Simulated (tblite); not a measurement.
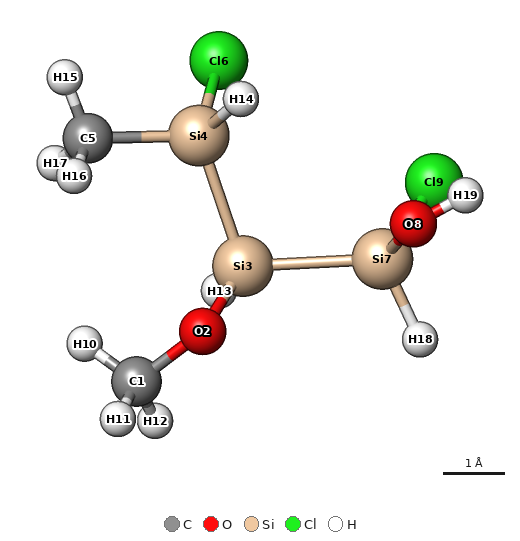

Fig. 1: The starting structure (ball-and-stick view, seen on its broad side; atoms are numbered from 1 in the order of the input).

## Run report: C₂H₁₀Cl₂O₂Si₃, geometry relaxation (part 1 of 2)

- system: C₂H₁₀Cl₂O₂Si₃, SMILES CO[Si@@H]([Si@H](C)Cl)[Si@H](O)Cl
- method: GFN2-xTB geometry optimisation, gas phase (tblite 0.8.0)

Log
```
step      E/eV     max force
  0    -869.71381    1.141
  1    -869.78423    0.626
  2    -869.81843    0.460
  3    -869.84025    0.486
  4    -869.87426    0.616
  5    -869.90270    0.541
  6    -869.93321    0.421
  7    -869.95883    0.422
  8    -869.98026    0.349
  9    -869.99397    0.292
 10    -870.00317    0.251
 11    -870.01138    0.218
 12    -870.01979    0.271
 13    -870.02880    0.287
 14    -870.03701    0.243
 15    -870.04208    0.162
 16    -870.04464    0.111
 17    -870.04661    0.105
 18    -870.04914    0.150
 19    -870.05230    0.213
 20    -870.05572    0.231
 21    -870.05916    0.179
 22    -870.06284    0.195
 23    -870.06712    0.262
 24    -870.07175    0.231
 25    -870.07560    0.157
 26    -870.07827    0.121
 27    -870.08082    0.145
 28    -870.08426    0.175
 29    -870.08882    0.208
 30    -870.09402    0.212
 31    -870.09885    0.145
 32    -870.10259    0.165
 33    -870.10467    0.160
 34    -870.10536    0.208
 35    -870.10706    0.076
 36    -870.10808    0.094
 37    -870.10915    0.097
 38    -870.11023    0.099
 39    -870.11119    0.092
 40    -870.11195    0.054
 41    -870.11256    0.053
 42    -870.11312    0.072
 43    -870.11370    0.074
 44    -870.11431    0.053
 45    -870.11495    0.066
 46    -870.11569    0.059
 47    -870.11663    0.098
 48    -870.11789    0.115
 49    -870.11935    0.094
 50    -870.12060    0.077
 51    -870.12145    0.066
 52    -870.12210    0.078
 53    -870.12280    0.082
 54    -870.12357    0.082
 55    -870.12429    0.080
 56    -870.12484    0.060
 57    -870.12528    0.049
 58    -870.12568    0.071
 59    -870.12615    0.086
 60    -870.12669    0.065
 61    -870.12718    0.049
 62    -870.12746    0.050
 63    -870.12789    0.047
 64    -870.12831    0.058
 65    -870.12877    0.053
 66    -870.12913    0.042
 67    -870.12946    0.059
 68    -870.12988    0.086
 69    -870.13050    0.098
 70    -870.13120    0.082
 71    -870.13170    0.046
 72    -870.13196    0.041
 73    -870.13216    0.036
 74    -870.13216    0.036
 75    -870.13227    0.034
 76    -870.13258    0.047
 77    -870.13271    0.051
 78    -870.13308    0.041
 79    -870.13327    0.036
 80    -870.13344    0.029
 81    -870.13361    0.039
 82    -870.13382    0.042
 83    -870.13401    0.032
 84    -870.13416    0.029
 85    -870.13432    0.031
 86    -870.13454    0.050
 87    -870.13478    0.052
 88    -870.13497    0.032
 89    -870.13509    0.027
 90    -870.13523    0.033
 91    -870.13544    0.060
 92    -870.13575    0.077
 93    -870.13611    0.066
 94    -870.13644    0.045
 95    -870.13669    0.042
 96    -870.13690    0.041
 97    -870.13713    0.049
 98    -870.13736    0.046
 99    -870.13761    0.043
100    -870.13786    0.041
101    -870.13812    0.045
102    -870.13839    0.054
103    -870.13869    0.070
104    -870.13904    0.066
105    -870.13944    0.057
106    -870.13993    0.061
107    -870.14049    0.070
108    -870.14107    0.069
109    -870.14155    0.051
110    -870.14194    0.050
111    -870.14234    0.054
112    -870.14291    0.083
113    -870.14368    0.102
114    -870.14438    0.101
115    -870.14474    0.136
116    -870.14576    0.050
117    -870.14636    0.040
118    -870.14726    0.068
119    -870.14770    0.066
120    -870.14812    0.050
121    -870.14849    0.050
122    -870.14908    0.074
123    -870.14997    0.105
124    -870.15108    0.108
125    -870.15218    0.087
126    -870.15237    0.125
127    -870.15361    0.101
128    -870.15428    0.059
129    -870.15502    0.034
130    -870.15570    0.059
131    -870.15612    0.061
132    -870.15663    0.056
133    -870.15722    0.047
134    -870.15783    0.058
135    -870.15835    0.052
136    -870.15880    0.064
137    -870.15931    0.066
138    -870.16004    0.063
139    -870.16098    0.071
140    -870.16195    0.077
141    -870.16283    0.064
142    -870.16356    0.068
143    -870.16414    0.075
144    -870.16461    0.093
145    -870.16510    0.072
146    -870.16563    0.040
147    -870.16592    0.041
148    -870.16652    0.056
149    -870.16704    0.069
150    -870.16759    0.053
151    -870.16802    0.047
152    -870.16835    0.035
153    -870.16861    0.048
154    -870.16886    0.044
155    -870.16912    0.047
156    -870.16936    0.044
157    -870.16961    0.038
158    -870.16977    0.033
159    -870.17007    0.041
160    -870.17034    0.045
161    -870.17062    0.038
162    -870.17085    0.031
163    -870.17110    0.046
164    -870.17145    0.059
165    -870.17197    0.062
166    -870.17257    0.065
167    -870.17303    0.048
168    -870.17315    0.068
169    -870.17341    0.039
170    -870.17355    0.029
171    -870.17386    0.025
172    -870.17402    0.035
173    -870.17424    0.044
174    -870.17442    0.041
175    -870.17462    0.032
176    -870.17481    0.033
177    -870.17498    0.026
178    -870.17513    0.027
179    -870.17525    0.023
180    -870.17534    0.018
181    -870.17541    0.019
182    -870.17547    0.018
183    -870.17553    0.021
184    -870.17560    0.025
185    -870.17570    0.025
186    -870.17584    0.024
187    -870.17596    0.024
188    -870.17609    0.027
189    -870.17622    0.026
190    -870.17636    0.027
191    -870.17648    0.028
192    -870.17661    0.027
193    -870.17676    0.027
194    -870.17694    0.032
195    -870.17715    0.034
196    -870.17736    0.033
197    -870.17754    0.028
198    -870.17771    0.038
199    -870.17790    0.042
200    -870.17816    0.054
201    -870.17852    0.059
202    -870.17911    0.050
203    -870.17928    0.032
204    -870.17940    0.020
205    -870.17949    0.021
206    -870.17957    0.021
207    -870.17971    0.031
208    -870.17983    0.029
209    -870.17994    0.022
210    -870.18002    0.021
211    -870.18009    0.019
212    -870.18014    0.025
213    -870.18019    0.021
214    -870.18024    0.014
215    -870.18027    0.012
216    -870.18030    0.017
217    -870.18034    0.020
218    -870.18038    0.017
219    -870.18042    0.015
220    -870.18046    0.013
221    -870.18050    0.016
222    -870.18053    0.019
223    -870.18057    0.017
224    -870.18061    0.014
225    -870.18064    0.012
226    -870.18068    0.012
227    -870.18071    0.015
228    -870.18074    0.016
229    -870.18076    0.015
230    -870.18079    0.012
231    -870.18083    0.016
232    -870.18087    0.016
233    -870.18092    0.022
234    -870.18098    0.021
235    -870.18102    0.015
236    -870.18107    0.018
237    -870.18112    0.018
238    -870.18119    0.029
239    -870.18127    0.034
240    -870.18135    0.026
241    -870.18141    0.019
242    -870.18144    0.016
243    -870.18147    0.014
244    -870.18150    0.012
245    -870.18152    0.013
246    -870.18154    0.018
247    -870.18157    0.018
248    -870.18159    0.014
249    -870.18161    0.012
250    -870.18163    0.010
251    -870.18164    0.012
252    -870.18165    0.012
253    -870.18167    0.008
254    -870.18168    0.010
255    -870.18169    0.009
256    -870.18171    0.013
257    -870.18172    0.013
258    -870.18174    0.011
259    -870.18176    0.008
260    -870.18177    0.010
261    -870.18179    0.014
262    -870.18181    0.015
263    -870.18182    0.011
264    -870.18184    0.011
265    -870.18186    0.010
266    -870.18187    0.014
267    -870.18190    0.014
268    -870.18192    0.014
269    -870.18194    0.014
270    -870.18196    0.012
271    -870.18198    0.013
272    -870.18200    0.018
273    -870.18203    0.022
274    -870.18205    0.021
275    -870.18208    0.016
276    -870.18210    0.011
277    -870.18212    0.012
278    -870.18214    0.012
279    -870.18215    0.012
280    -870.18217    0.009
281    -870.18218    0.009
282    -870.18219    0.008
283    -870.18220    0.006
284    -870.18220    0.006
285    -870.18221    0.004
```

Trajectory as extended XYZ (Å, eV, eV/Å), 12 frames, from step=0 to step=285
```
19
Properties=species:S:1:pos:R:3:forces:R:3 step=0 energy=-869.71381
C     2.5586   -1.0061   -0.2209   -0.4650   0.0210   0.4850
O     1.6358   -0.2154    0.5301    0.1630  -0.0550  -0.9780
Si    0.3800    0.5286   -0.2453   -0.2560   0.1670   0.3230
Si   -1.5952   -0.6212    0.0718   -0.2880   0.7350   0.2490
C    -1.2652   -2.4388   -0.1147    0.1050  -1.1280  -0.1390
Cl   -3.0132   -0.0757   -1.3026    0.1310  -0.0620   0.2070
Si   -0.0356    2.6373    0.5865    0.5630   0.1500   0.8250
O    -0.5343    2.6344    2.1750   -0.2170   0.5540  -0.8780
Cl   -1.5265    3.6086   -0.4004    0.0520  -0.0760  -0.0830
H     2.0349   -1.8379   -0.7107    0.1250   0.2610   0.0150
H     3.2902   -1.4236    0.4640    0.0370   0.0360   0.1830
H     3.0747   -0.3928   -0.9565   -0.0750  -0.0350  -0.0670
H     0.7007    0.5834   -1.6917    0.1060   0.0970   0.0670
H    -2.1718   -0.3724    1.4215   -0.0220  -0.0740  -0.2970
H    -2.1829   -3.0126    0.0159    0.1610  -0.1430  -0.0480
H    -0.5384   -2.7914    0.6259   -0.2190   0.0690  -0.2530
H    -0.8695   -2.6625   -1.1145   -0.1200  -0.0460   0.3260
H     1.1642    3.4931    0.4903   -0.2390   0.1740   0.0790
H    -1.1164    3.3743    2.4263    0.4580  -0.6450  -0.0160
19
Properties=species:S:1:pos:R:3:forces:R:3 step=25 energy=-870.07560
C     2.5093   -0.9522   -0.1663   -0.0190  -0.0050   0.0250
O     1.6462    0.0060    0.3685    0.0460   0.0440  -0.0440
Si    0.3090    0.6590   -0.2918   -0.0810  -0.1300   0.0360
Si   -1.5745   -0.6907    0.0638   -0.0430   0.0010   0.0480
C    -1.2913   -2.5695   -0.1338   -0.0170  -0.0040   0.0170
Cl   -3.0465   -0.1909   -1.2596    0.0270   0.0120   0.0360
Si    0.1553    2.7732    0.5669   -0.0790   0.0640   0.0190
O    -0.4739    2.5359    2.0470    0.0030   0.0310   0.0080
Cl   -1.3028    3.6745   -0.5511   -0.0250   0.0670  -0.0010
H     1.9616   -1.8014   -0.5821   -0.0180   0.0470   0.0280
H     3.1602   -1.3048    0.6347    0.0180   0.0160  -0.0350
H     3.1119   -0.5024   -0.9601   -0.0070  -0.0670   0.0500
H     0.5064    0.7697   -1.7514    0.0640   0.0220  -0.1420
H    -2.2015   -0.5497    1.3949    0.0460   0.0410  -0.0690
H    -2.2298   -3.0958    0.0203    0.0450  -0.1000  -0.0160
H    -0.5800   -2.9298    0.6042   -0.0120  -0.0320  -0.0310
H    -0.9197   -2.8419   -1.1193   -0.0130   0.0360   0.0340
H     1.1904    3.8098    0.6267    0.0440  -0.0310   0.0430
H    -0.9400    3.2102    2.5385    0.0210  -0.0100  -0.0080
19
Properties=species:S:1:pos:R:3:forces:R:3 step=51 energy=-870.12145
C     2.4284   -0.9190   -0.0975   -0.0200  -0.0210   0.0040
O     1.6567    0.2048    0.1945    0.0210   0.0280  -0.0040
Si    0.2493    0.7108   -0.4479   -0.0090  -0.0070   0.0550
Si   -1.5255   -0.7361    0.0482    0.0310   0.0130   0.0340
C    -1.2393   -2.6196   -0.1560    0.0000   0.0030  -0.0120
Cl   -3.0859   -0.2338   -1.1674   -0.0290  -0.0290  -0.0020
Si    0.1361    2.7871    0.5254   -0.0140   0.0050   0.0010
O    -0.5324    2.4758    1.9754    0.0180  -0.0290   0.0010
Cl   -1.2019    3.9528   -0.4864    0.0180   0.0170  -0.0220
H     1.8023   -1.7764   -0.3462   -0.0130  -0.0300  -0.0320
H     3.0315   -1.1636    0.7777    0.0170   0.0350  -0.0050
H     3.0867   -0.7026   -0.9420   -0.0080  -0.0360   0.0100
H     0.3850    0.8171   -1.9233    0.0230  -0.0050   0.0090
H    -2.0509   -0.5674    1.4151    0.0100  -0.0200  -0.0120
H    -2.1679   -3.1623    0.0035    0.0070  -0.0250  -0.0090
H    -0.5124   -3.0033    0.5545   -0.0030   0.0560   0.0340
H    -0.8825   -2.8769   -1.1500   -0.0180   0.0340  -0.0400
H     1.2920    3.6719    0.7157   -0.0190   0.0040  -0.0030
H    -0.8791    3.1501    2.5566   -0.0110   0.0060  -0.0060
19
Properties=species:S:1:pos:R:3:forces:R:3 step=77 energy=-870.13271
C     2.3826   -0.9602   -0.0801    0.0030   0.0030  -0.0020
O     1.6514    0.2018    0.1657   -0.0130   0.0050   0.0090
Si    0.2402    0.7219   -0.4574   -0.0330  -0.0030   0.0390
Si   -1.5388   -0.7127    0.0761    0.0350   0.0130   0.0070
C    -1.1769   -2.5728   -0.1864   -0.0010  -0.0050  -0.0040
Cl   -3.1728   -0.2792   -1.0649    0.0010   0.0190  -0.0150
Si    0.1471    2.7973    0.5178    0.0210  -0.0100   0.0020
O    -0.5705    2.4624    1.9392   -0.0130   0.0110   0.0050
Cl   -1.1261    4.0178   -0.5117   -0.0010   0.0030  -0.0220
H     1.7292   -1.8198   -0.2348   -0.0090  -0.0020   0.0040
H     3.0269   -1.1470    0.7796    0.0040  -0.0020   0.0050
H     3.0037   -0.8281   -0.9683   -0.0100  -0.0010  -0.0200
H     0.3710    0.8072   -1.9331    0.0010   0.0050  -0.0160
H    -2.0243   -0.5890    1.4604    0.0170  -0.0080   0.0150
H    -2.0688   -3.1738   -0.0305   -0.0080  -0.0130  -0.0010
H    -0.4184   -2.9305    0.5040    0.0060   0.0000   0.0060
H    -0.8261   -2.7726   -1.1958    0.0030  -0.0080  -0.0130
H     1.3097    3.6605    0.7564   -0.0090  -0.0060   0.0090
H    -0.9486    3.1260    2.5136    0.0060  -0.0010  -0.0090
```
